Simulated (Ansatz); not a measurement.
# C$_{2}$H$_{8}$BNO: molecular dynamics (part 1 of 5)

System: C$_{2}$H$_{8}$BNO.
Method: RKS PBE/6-31G* (Ansatz 0.2.0).

It belongs to a series of runs on one base structure; here: dynamics from the highest image of the converged band. Figures and captions count atoms from 1; the log counts them from 0 in places.

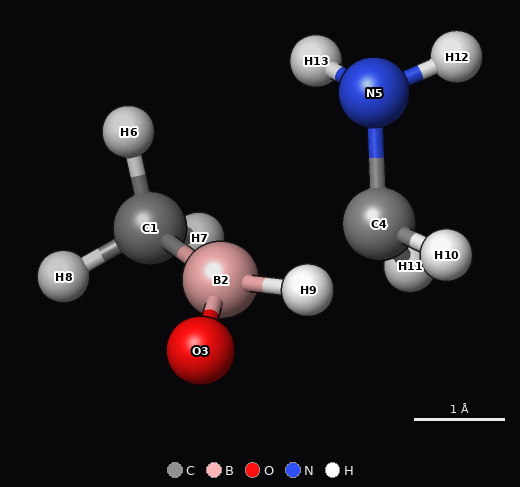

Figure 1. The structure as given in the input (ball-and-stick view, seen at a tilt; atoms are numbered from 1 in the order of the input). Bond lengths as drawn: B–C 1.58 Å, B–H 1.35 Å, B–O 1.31 Å, C–H 1.10 to 1.12 Å, C–N 1.46 Å and H–N 1.03 Å.

**Input**
```yaml
crystal:
  periodic: [false, false, false]
  atoms:
    - { symbol: C, position_ang: [-1.30986, -0.602067, 0.947556] }
    - { symbol: B, position_ang: [0.227057, -0.80226, 0.666649] }
    - { symbol: O, position_ang: [1.242396, -1.429339, 1.199007] }
    - { symbol: C, position_ang: [0.813507, 0.138144, -0.841011] }
    - { symbol: "N", position_ang: [0.519617, 1.549541, -0.61304] }
    - { symbol: H, position_ang: [-1.534197, 0.413653, 1.32148] }
    - { symbol: H, position_ang: [-1.941912, -0.776149, 0.059189] }
    - { symbol: H, position_ang: [-1.614723, -1.311172, 1.735803] }
    - { symbol: H, position_ang: [1.45729, -0.575326, 0.151346] }
    - { symbol: H, position_ang: [1.846389, 0.065268, -1.254421] }
    - { symbol: H, position_ang: [0.193217, -0.421383, -1.580028] }
    - { symbol: H, position_ang: [0.5654, 2.065489, -1.499762] }
    - { symbol: H, position_ang: [-0.44388, 1.650701, -0.278067] }
basis:
  gaussian: { orbitals: "6-31G*" }
hamiltonian:
  xc: pbe
md:
  timestep: 0.5
  n_steps: 200
  ensemble: nve
  temperature: 100.0
  initial_velocities: maxwell_boltzmann
  seed: 11841
```

Machine: 2 threads of Intel Xeon (Granite Rapids), 16 GiB of memory available, shared host.

Launched with:
```bash
ansatz run input.yaml --threads 2 --pin off --max-ram 3072MiB --backend cpu --events-out ev --progress --plain --runs-dir out
```

**Output**
```
Engine: ansatz 0.2.0, x86_64-unknown-linux-gnu
Functional definition: PBE
  parameter kappa = 0.804
  parameter beta = 0.06672455060314922
  exchange = pbe_x(kappa = kappa, mu = beta*pi^2/3)
  correlation = pbe_c(beta = beta)
1150 factors; their error is unknown
mean field evaluation 1: about -6394.5092 eV, gradient 8.2e1 eV
mean field evaluation 2: about -6355.1280 eV, gradient 1.5e2 eV
mean field evaluation 4: about -6408.3043 eV, gradient 6.7e0 eV
mean field evaluation 8: about -6408.4078 eV, gradient 2.7e-1 eV
mean field evaluation 16: about -6408.3322 eV, gradient 3.4e-3 eV
mean field -6408.33218547 eV, -235.5018640924 hartree, gradient 2.3e-5 eV, S^2 0.000000; 0 other end points of the search recorded, 0 dependent functions left out
the calculation of the forces begins
reference -6408.33220781 eV, -235.5018649136 hartree; 20, 20 occupied and 71, 71 virtual orbitals, 1150 factors
md step     0: t =     0.00 fs  T =   100.0 K  F+E_penalty+E_count = -6408.33218547 eV  E_kin = 0.142186 eV  conserved = -6408.18999947 eV  (30 SCF iters)
these checks for a lower state are left out or cut short: starts, cluster_reference, orbital_swaps, neighbouring_geometries, increment
1150 factors; their error is unknown
mean field -6408.32868555 eV, -235.5017354727 hartree, gradient 1.3e-5 eV, S^2 0.000000; 0 other end points of the search recorded, 0 dependent functions left out
the calculation of the forces begins
reference -6408.32870786 eV, -235.5017362927 hartree; 20, 20 occupied and 71, 71 virtual orbitals, 1150 factors
md step     1: t =     0.50 fs  T =    97.6 K  F+E_penalty+E_count = -6408.32868555 eV  E_kin = 0.138762 eV  conserved = -6408.18992402 eV  (33 SCF iters)
[... from here on the SCF iterations and repeated set-up lines of each step are left out, up to the last step ...]
md step     2: t =     1.00 fs  T =    90.9 K  F+E_penalty+E_count = -6408.31905897 eV  E_kin = 0.129310 eV  conserved = -6408.18974875 eV  (32 SCF iters)
md step     3: t =     1.50 fs  T =    81.9 K  F+E_penalty+E_count = -6408.30601374 eV  E_kin = 0.116482 eV  conserved = -6408.18953193 eV  (33 SCF iters)
md step     4: t =     2.00 fs  T =    72.9 K  F+E_penalty+E_count = -6408.29292800 eV  E_kin = 0.103588 eV  conserved = -6408.18934021 eV  (33 SCF iters)
md step     5: t =     2.50 fs  T =    65.8 K  F+E_penalty+E_count = -6408.28280193 eV  E_kin = 0.093573 eV  conserved = -6408.18922847 eV  (33 SCF iters)
md step     6: t =     3.00 fs  T =    62.0 K  F+E_penalty+E_count = -6408.27739187 eV  E_kin = 0.088168 eV  conserved = -6408.18922406 eV  (33 SCF iters)
md step     7: t =     3.50 fs  T =    61.5 K  F+E_penalty+E_count = -6408.27677671 eV  E_kin = 0.087457 eV  conserved = -6408.18931960 eV  (33 SCF iters)
md step     8: t =     4.00 fs  T =    63.3 K  F+E_penalty+E_count = -6408.27947261 eV  E_kin = 0.089997 eV  conserved = -6408.18947596 eV  (33 SCF iters)
md step     9: t =     4.50 fs  T =    65.7 K  F+E_penalty+E_count = -6408.28304859 eV  E_kin = 0.093414 eV  conserved = -6408.18963441 eV  (33 SCF iters)
md step    10: t =     5.00 fs  T =    67.0 K  F+E_penalty+E_count = -6408.28505059 eV  E_kin = 0.095316 eV  conserved = -6408.18973439 eV  (33 SCF iters)
md step    11: t =     5.50 fs  T =    66.3 K  F+E_penalty+E_count = -6408.28395591 eV  E_kin = 0.094225 eV  conserved = -6408.18973101 eV  (33 SCF iters)
md step    12: t =     6.00 fs  T =    63.5 K  F+E_penalty+E_count = -6408.27987073 eV  E_kin = 0.090260 eV  conserved = -6408.18961074 eV  (32 SCF iters)
md step    13: t =     6.50 fs  T =    60.0 K  F+E_penalty+E_count = -6408.27473335 eV  E_kin = 0.085336 eV  conserved = -6408.18939785 eV  (33 SCF iters)
md step    14: t =     7.00 fs  T =    58.2 K  F+E_penalty+E_count = -6408.27191997 eV  E_kin = 0.082770 eV  conserved = -6408.18914960 eV  (33 SCF iters)
md step    15: t =     7.50 fs  T =    60.8 K  F+E_penalty+E_count = -6408.27534425 eV  E_kin = 0.086408 eV  conserved = -6408.18893591 eV  (33 SCF iters)
md step    16: t =     8.00 fs  T =    70.0 K  F+E_penalty+E_count = -6408.28837229 eV  E_kin = 0.099563 eV  conserved = -6408.18880972 eV  (32 SCF iters)
md step    17: t =     8.50 fs  T =    87.4 K  F+E_penalty+E_count = -6408.31301228 eV  E_kin = 0.124232 eV  conserved = -6408.18878069 eV  (32 SCF iters)
md step    18: t =     9.00 fs  T =   113.2 K  F+E_penalty+E_count = -6408.34977363 eV  E_kin = 0.160965 eV  conserved = -6408.18880884 eV  (31 SCF iters)
md step    19: t =     9.50 fs  T =   147.3 K  F+E_penalty+E_count = -6408.39829434 eV  E_kin = 0.209472 eV  conserved = -6408.18882256 eV  (32 SCF iters)
md step    20: t =    10.00 fs  T =   189.7 K  F+E_penalty+E_count = -6408.45846258 eV  E_kin = 0.269709 eV  conserved = -6408.18875341 eV  (31 SCF iters)
md step    21: t =    10.50 fs  T =   241.2 K  F+E_penalty+E_count = -6408.53150899 eV  E_kin = 0.342936 eV  conserved = -6408.18857282 eV  (31 SCF iters)
md step    22: t =    11.00 fs  T =   304.0 K  F+E_penalty+E_count = -6408.62051671 eV  E_kin = 0.432195 eV  conserved = -6408.18832156 eV  (32 SCF iters)
md step    23: t =    11.50 fs  T =   381.0 K  F+E_penalty+E_count = -6408.72990217 eV  E_kin = 0.541769 eV  conserved = -6408.18813306 eV  (32 SCF iters)
md step    24: t =    12.00 fs  T =   474.9 K  F+E_penalty+E_count = -6408.86353342 eV  E_kin = 0.675286 eV  conserved = -6408.18824715 eV  (32 SCF iters)
md step    25: t =    12.50 fs  T =   585.4 K  F+E_penalty+E_count = -6409.02135042 eV  E_kin = 0.832378 eV  conserved = -6408.18897271 eV  (31 SCF iters)
md step    26: t =    13.00 fs  T =   706.6 K  F+E_penalty+E_count = -6409.19515574 eV  E_kin = 1.004660 eV  conserved = -6408.19049585 eV  (30 SCF iters)
md step    27: t =    13.50 fs  T =   825.7 K  F+E_penalty+E_count = -6409.36648398 eV  E_kin = 1.174064 eV  conserved = -6408.19241981 eV  (30 SCF iters)
md step    28: t =    14.00 fs  T =   928.0 K  F+E_penalty+E_count = -6409.51277928 eV  E_kin = 1.319434 eV  conserved = -6408.19334488 eV  (31 SCF iters)
md step    29: t =    14.50 fs  T =  1009.0 K  F+E_penalty+E_count = -6409.62631955 eV  E_kin = 1.434599 eV  conserved = -6408.19172028 eV  (32 SCF iters)
md step    30: t =    15.00 fs  T =  1085.5 K  F+E_penalty+E_count = -6409.73213151 eV  E_kin = 1.543396 eV  conserved = -6408.18873517 eV  (30 SCF iters)
md step    31: t =    15.50 fs  T =  1181.6 K  F+E_penalty+E_count = -6409.86882378 eV  E_kin = 1.680035 eV  conserved = -6408.18878841 eV  (31 SCF iters)
md step    32: t =    16.00 fs  T =  1294.1 K  F+E_penalty+E_count = -6410.03323347 eV  E_kin = 1.840047 eV  conserved = -6408.19318679 eV  (30 SCF iters)
md step    33: t =    16.50 fs  T =  1384.8 K  F+E_penalty+E_count = -6410.16654923 eV  E_kin = 1.968997 eV  conserved = -6408.19755254 eV  (30 SCF iters)
md step    34: t =    17.00 fs  T =  1414.9 K  F+E_penalty+E_count = -6410.21017738 eV  E_kin = 2.011726 eV  conserved = -6408.19845132 eV  (30 SCF iters)
md step    35: t =    17.50 fs  T =  1375.2 K  F+E_penalty+E_count = -6410.15186872 eV  E_kin = 1.955321 eV  conserved = -6408.19654799 eV  (30 SCF iters)
md step    36: t =    18.00 fs  T =  1283.8 K  F+E_penalty+E_count = -6410.01920055 eV  E_kin = 1.825357 eV  conserved = -6408.19384349 eV  (31 SCF iters)
md step    37: t =    18.50 fs  T =  1168.0 K  F+E_penalty+E_count = -6409.85235136 eV  E_kin = 1.660775 eV  conserved = -6408.19157588 eV  (31 SCF iters)
md step    38: t =    19.00 fs  T =  1052.0 K  F+E_penalty+E_count = -6409.68581584 eV  E_kin = 1.495734 eV  conserved = -6408.19008159 eV  (31 SCF iters)
md step    39: t =    19.50 fs  T =   951.9 K  F+E_penalty+E_count = -6409.54279703 eV  E_kin = 1.353534 eV  conserved = -6408.18926260 eV  (49 SCF iters)
md step    40: t =    20.00 fs  T =   877.3 K  F+E_penalty+E_count = -6409.43629128 eV  E_kin = 1.247386 eV  conserved = -6408.18890570 eV  (32 SCF iters)
md step    41: t =    20.50 fs  T =   832.2 K  F+E_penalty+E_count = -6409.37213153 eV  E_kin = 1.183308 eV  conserved = -6408.18882359 eV  (32 SCF iters)
md step    42: t =    21.00 fs  T =   817.8 K  F+E_penalty+E_count = -6409.35175177 eV  E_kin = 1.162840 eV  conserved = -6408.18891154 eV  (32 SCF iters)
md step    43: t =    21.50 fs  T =   833.1 K  F+E_penalty+E_count = -6409.37372532 eV  E_kin = 1.184541 eV  conserved = -6408.18918465 eV  (32 SCF iters)
md step    44: t =    22.00 fs  T =   874.7 K  F+E_penalty+E_count = -6409.43351717 eV  E_kin = 1.243707 eV  conserved = -6408.18981059 eV  (31 SCF iters)
md step    45: t =    22.50 fs  T =   935.3 K  F+E_penalty+E_count = -6409.52098862 eV  E_kin = 1.329853 eV  conserved = -6408.19113572 eV  (31 SCF iters)
md step    46: t =    23.00 fs  T =  1000.0 K  F+E_penalty+E_count = -6409.61545592 eV  E_kin = 1.421827 eV  conserved = -6408.19362848 eV  (32 SCF iters)
md step    47: t =    23.50 fs  T =  1042.4 K  F+E_penalty+E_count = -6409.67963971 eV  E_kin = 1.482146 eV  conserved = -6408.19749342 eV  (32 SCF iters)
md step    48: t =    24.00 fs  T =  1025.2 K  F+E_penalty+E_count = -6409.65916202 eV  E_kin = 1.457662 eV  conserved = -6408.20149959 eV  (29 SCF iters)
md step    49: t =    24.50 fs  T =   916.8 K  F+E_penalty+E_count = -6409.50498834 eV  E_kin = 1.303618 eV  conserved = -6408.20136985 eV  (31 SCF iters)
md step    50: t =    25.00 fs  T =   734.5 K  F+E_penalty+E_count = -6409.23663789 eV  E_kin = 1.044404 eV  conserved = -6408.19223363 eV  (31 SCF iters)
md step    51: t =    25.50 fs  T =   575.2 K  F+E_penalty+E_count = -6408.99814964 eV  E_kin = 0.817920 eV  conserved = -6408.18022953 eV  (31 SCF iters)
md step    52: t =    26.00 fs  T =   545.9 K  F+E_penalty+E_count = -6408.95782316 eV  E_kin = 0.776262 eV  conserved = -6408.18156138 eV  (30 SCF iters)
md step    53: t =    26.50 fs  T =   635.7 K  F+E_penalty+E_count = -6409.09777942 eV  E_kin = 0.903869 eV  conserved = -6408.19391002 eV  (30 SCF iters)
md step    54: t =    27.00 fs  T =   732.2 K  F+E_penalty+E_count = -6409.24213314 eV  E_kin = 1.041021 eV  conserved = -6408.20111258 eV  (30 SCF iters)
md step    55: t =    27.50 fs  T =   753.4 K  F+E_penalty+E_count = -6409.27109358 eV  E_kin = 1.071271 eV  conserved = -6408.19982300 eV  (31 SCF iters)
md step    56: t =    28.00 fs  T =   696.9 K  F+E_penalty+E_count = -6409.18622737 eV  E_kin = 0.990838 eV  conserved = -6408.19538936 eV  (30 SCF iters)
md step    57: t =    28.50 fs  T =   600.1 K  F+E_penalty+E_count = -6409.04471866 eV  E_kin = 0.853221 eV  conserved = -6408.19149742 eV  (30 SCF iters)
md step    58: t =    29.00 fs  T =   502.1 K  F+E_penalty+E_count = -6408.90291747 eV  E_kin = 0.713894 eV  conserved = -6408.18902374 eV  (30 SCF iters)
md step    59: t =    29.50 fs  T =   429.8 K  F+E_penalty+E_count = -6408.79888901 eV  E_kin = 0.611180 eV  conserved = -6408.18770883 eV  (31 SCF iters)
md step    60: t =    30.00 fs  T =   398.5 K  F+E_penalty+E_count = -6408.75378495 eV  E_kin = 0.566626 eV  conserved = -6408.18715898 eV  (32 SCF iters)
md step    61: t =    30.50 fs  T =   414.6 K  F+E_penalty+E_count = -6408.77672387 eV  E_kin = 0.589556 eV  conserved = -6408.18716743 eV  (32 SCF iters)
md step    62: t =    31.00 fs  T =   478.1 K  F+E_penalty+E_count = -6408.86754755 eV  E_kin = 0.679755 eV  conserved = -6408.18779218 eV  (30 SCF iters)
md step    63: t =    31.50 fs  T =   581.3 K  F+E_penalty+E_count = -6409.01593035 eV  E_kin = 0.826545 eV  conserved = -6408.18938556 eV  (30 SCF iters)
md step    64: t =    32.00 fs  T =   706.1 K  F+E_penalty+E_count = -6409.19649335 eV  E_kin = 1.003955 eV  conserved = -6408.19253812 eV  (31 SCF iters)
md step    65: t =    32.50 fs  T =   818.5 K  F+E_penalty+E_count = -6409.36141308 eV  E_kin = 1.163795 eV  conserved = -6408.19761818 eV  (30 SCF iters)
md step    66: t =    33.00 fs  T =   868.9 K  F+E_penalty+E_count = -6409.43871478 eV  E_kin = 1.235454 eV  conserved = -6408.20326057 eV  (30 SCF iters)
md step    67: t =    33.50 fs  T =   812.6 K  F+E_penalty+E_count = -6409.35936864 eV  E_kin = 1.155420 eV  conserved = -6408.20394878 eV  (30 SCF iters)
md step    68: t =    34.00 fs  T =   666.5 K  F+E_penalty+E_count = -6409.14063436 eV  E_kin = 0.947731 eV  conserved = -6408.19290351 eV  (30 SCF iters)
md step    69: t =    34.50 fs  T =   552.0 K  F+E_penalty+E_count = -6408.96338494 eV  E_kin = 0.784882 eV  conserved = -6408.17850254 eV  (30 SCF iters)
md step    70: t =    35.00 fs  T =   597.5 K  F+E_penalty+E_count = -6409.03168375 eV  E_kin = 0.849511 eV  conserved = -6408.18217303 eV  (30 SCF iters)
md step    71: t =    35.50 fs  T =   771.8 K  F+E_penalty+E_count = -6409.29517803 eV  E_kin = 1.097415 eV  conserved = -6408.19776262 eV  (48 SCF iters)
md step    72: t =    36.00 fs  T =   929.2 K  F+E_penalty+E_count = -6409.52570352 eV  E_kin = 1.321168 eV  conserved = -6408.20453579 eV  (30 SCF iters)
md step    73: t =    36.50 fs  T =   982.4 K  F+E_penalty+E_count = -6409.59821261 eV  E_kin = 1.396838 eV  conserved = -6408.20137486 eV  (30 SCF iters)
md step    74: t =    37.00 fs  T =   942.2 K  F+E_penalty+E_count = -6409.53540384 eV  E_kin = 1.339614 eV  conserved = -6408.19579004 eV  (30 SCF iters)
md step    75: t =    37.50 fs  T =   856.9 K  F+E_penalty+E_count = -6409.41000661 eV  E_kin = 1.218379 eV  conserved = -6408.19162727 eV  (30 SCF iters)
md step    76: t =    38.00 fs  T =   768.7 K  F+E_penalty+E_count = -6409.28235516 eV  E_kin = 1.093015 eV  conserved = -6408.18933998 eV  (30 SCF iters)
md step    77: t =    38.50 fs  T =   702.9 K  F+E_penalty+E_count = -6409.18778467 eV  E_kin = 0.999457 eV  conserved = -6408.18832788 eV  (30 SCF iters)
md step    78: t =    39.00 fs  T =   671.6 K  F+E_penalty+E_count = -6409.14286219 eV  E_kin = 0.954851 eV  conserved = -6408.18801154 eV  (31 SCF iters)
md step    79: t =    39.50 fs  T =   678.7 K  F+E_penalty+E_count = -6409.15313414 eV  E_kin = 0.965036 eV  conserved = -6408.18809844 eV  (31 SCF iters)
md step    80: t =    40.00 fs  T =   723.5 K  F+E_penalty+E_count = -6409.21728979 eV  E_kin = 1.028702 eV  conserved = -6408.18858763 eV  (31 SCF iters)
md step    81: t =    40.50 fs  T =   800.0 K  F+E_penalty+E_count = -6409.32722563 eV  E_kin = 1.137517 eV  conserved = -6408.18970909 eV  (31 SCF iters)
md step    82: t =    41.00 fs  T =   895.3 K  F+E_penalty+E_count = -6409.46486763 eV  E_kin = 1.273062 eV  conserved = -6408.19180578 eV  (31 SCF iters)
md step    83: t =    41.50 fs  T =   986.6 K  F+E_penalty+E_count = -6409.59778161 eV  E_kin = 1.402758 eV  conserved = -6408.19502325 eV  (31 SCF iters)
md step    84: t =    42.00 fs  T =  1041.0 K  F+E_penalty+E_count = -6409.67872124 eV  E_kin = 1.480169 eV  conserved = -6408.19855238 eV  (31 SCF iters)
md step    85: t =    42.50 fs  T =  1027.3 K  F+E_penalty+E_count = -6409.66030348 eV  E_kin = 1.460684 eV  conserved = -6408.19961899 eV  (31 SCF iters)
md step    86: t =    43.00 fs  T =   943.9 K  F+E_penalty+E_count = -6409.53663160 eV  E_kin = 1.342086 eV  conserved = -6408.19454556 eV  (31 SCF iters)
md step    87: t =    43.50 fs  T =   846.5 K  F+E_penalty+E_count = -6409.38907717 eV  E_kin = 1.203635 eV  conserved = -6408.18544224 eV  (31 SCF iters)
md step    88: t =    44.00 fs  T =   818.0 K  F+E_penalty+E_count = -6409.34620476 eV  E_kin = 1.163118 eV  conserved = -6408.18308635 eV  (31 SCF iters)
md step    89: t =    44.50 fs  T =   878.8 K  F+E_penalty+E_count = -6409.44032602 eV  E_kin = 1.249504 eV  conserved = -6408.19082159 eV  (31 SCF iters)
md step    90: t =    45.00 fs  T =   961.4 K  F+E_penalty+E_count = -6409.56535531 eV  E_kin = 1.367010 eV  conserved = -6408.19834545 eV  (31 SCF iters)
md step    91: t =    45.50 fs  T =   991.1 K  F+E_penalty+E_count = -6409.60868247 eV  E_kin = 1.409236 eV  conserved = -6408.19944657 eV  (31 SCF iters)
md step    92: t =    46.00 fs  T =   947.2 K  F+E_penalty+E_count = -6409.54328537 eV  E_kin = 1.346762 eV  conserved = -6408.19652374 eV  (31 SCF iters)
md step    93: t =    46.50 fs  T =   851.8 K  F+E_penalty+E_count = -6409.40419525 eV  E_kin = 1.211127 eV  conserved = -6408.19306843 eV  (30 SCF iters)
md step    94: t =    47.00 fs  T =   737.7 K  F+E_penalty+E_count = -6409.23952534 eV  E_kin = 1.048951 eV  conserved = -6408.19057424 eV  (30 SCF iters)
md step    95: t =    47.50 fs  T =   630.8 K  F+E_penalty+E_count = -6409.08607023 eV  E_kin = 0.896892 eV  conserved = -6408.18917835 eV  (32 SCF iters)
md step    96: t =    48.00 fs  T =   546.2 K  F+E_penalty+E_count = -6408.96521823 eV  E_kin = 0.776646 eV  conserved = -6408.18857254 eV  (32 SCF iters)
md step    97: t =    48.50 fs  T =   491.0 K  F+E_penalty+E_count = -6408.88660467 eV  E_kin = 0.698188 eV  conserved = -6408.18841635 eV  (32 SCF iters)
md step    98: t =    49.00 fs  T =   467.3 K  F+E_penalty+E_count = -6408.85288466 eV  E_kin = 0.664411 eV  conserved = -6408.18847347 eV  (33 SCF iters)
md step    99: t =    49.50 fs  T =   474.4 K  F+E_penalty+E_count = -6408.86321552 eV  E_kin = 0.674563 eV  conserved = -6408.18865267 eV  (33 SCF iters)
md step   100: t =    50.00 fs  T =   510.3 K  F+E_penalty+E_count = -6408.91464698 eV  E_kin = 0.725625 eV  conserved = -6408.18902230 eV  (32 SCF iters)
md step   101: t =    50.50 fs  T =   570.6 K  F+E_penalty+E_count = -6409.00115645 eV  E_kin = 0.811348 eV  conserved = -6408.18980797 eV  (32 SCF iters)
md step   102: t =    51.00 fs  T =   646.4 K  F+E_penalty+E_count = -6409.11044862 eV  E_kin = 0.919106 eV  conserved = -6408.19134237 eV  (30 SCF iters)
md step   103: t =    51.50 fs  T =   721.3 K  F+E_penalty+E_count = -6409.21951639 eV  E_kin = 1.025645 eV  conserved = -6408.19387157 eV  (32 SCF iters)
md step   104: t =    52.00 fs  T =   770.3 K  F+E_penalty+E_count = -6409.29230152 eV  E_kin = 1.095287 eV  conserved = -6408.19701450 eV  (32 SCF iters)
md step   105: t =    52.50 fs  T =   765.9 K  F+E_penalty+E_count = -6409.28782240 eV  E_kin = 1.089026 eV  conserved = -6408.19879624 eV  (32 SCF iters)
md step   106: t =    53.00 fs  T =   700.4 K  F+E_penalty+E_count = -6409.19137003 eV  E_kin = 0.995804 eV  conserved = -6408.19556596 eV  (32 SCF iters)
md step   107: t =    53.50 fs  T =   616.5 K  F+E_penalty+E_count = -6409.06328720 eV  E_kin = 0.876625 eV  conserved = -6408.18666198 eV  (32 SCF iters)
md step   108: t =    54.00 fs  T =   601.1 K  F+E_penalty+E_count = -6409.03564552 eV  E_kin = 0.854639 eV  conserved = -6408.18100650 eV  (31 SCF iters)
md step   109: t =    54.50 fs  T =   702.5 K  F+E_penalty+E_count = -6409.18577944 eV  E_kin = 0.998805 eV  conserved = -6408.18697435 eV  (31 SCF iters)
md step   110: t =    55.00 fs  T =   867.5 K  F+E_penalty+E_count = -6409.43058714 eV  E_kin = 1.233495 eV  conserved = -6408.19709171 eV  (31 SCF iters)
md step   111: t =    55.50 fs  T =   999.6 K  F+E_penalty+E_count = -6409.62259498 eV  E_kin = 1.421313 eV  conserved = -6408.20128157 eV  (32 SCF iters)
md step   112: t =    56.00 fs  T =  1047.8 K  F+E_penalty+E_count = -6409.68931451 eV  E_kin = 1.489785 eV  conserved = -6408.19952941 eV  (32 SCF iters)
```
